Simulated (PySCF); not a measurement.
```xyz
12

C     2.7501   -0.7203   -0.0227
C     1.8853    0.1155   -0.0471
Si    0.4927    1.3395   -0.0875
Si   -1.5205    0.2776    0.2779
N    -1.3528   -1.3075   -0.3791
H     3.5203   -1.4381   -0.0063
H     0.8185    2.3349    0.9474
H     0.6196    2.0192   -1.3852
H    -1.9082    0.2962    1.7046
H    -2.6617    0.8398   -0.4539
H    -2.1395   -1.9364   -0.3616
H    -0.5026   -1.8210   -0.2125
```

Geometry: GFN2-xTB, NEB image 0 of 0 to 8.

All numbers below come from PBE0/pcSseg-1, SCF density, gas phase, non-relativistic (PySCF).

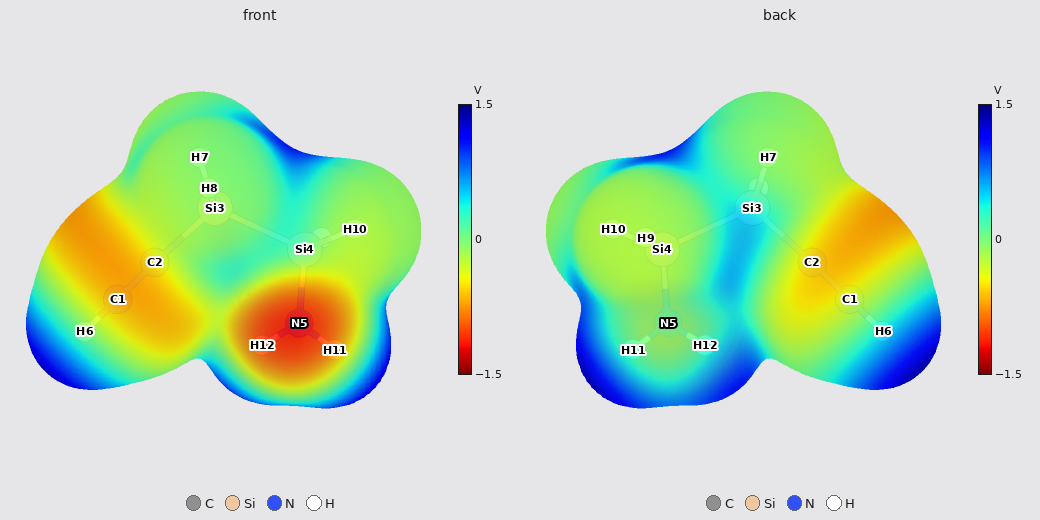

C$_{2}$H$_{7}$NSi$_{2}$ (SMILES C#C[SiH2][SiH2]N). The molecular electrostatic potential painted on the density surface at 0.001 e/bohr³, seen from the front and from behind; red is negative and blue positive.

> Which sites attract a positive test charge, and which a negative one?

A positive charge is drawn to the negative regions and a negative charge to the positive ones. The most negative region (about −1.1 V) lies over N5, the most positive (about +1.3 V) over H6 and H11. N5 is the likeliest acceptor of a hydrogen bond.

> How polar is the molecule by this calculation?

Its dipole moment is 1.43 D.
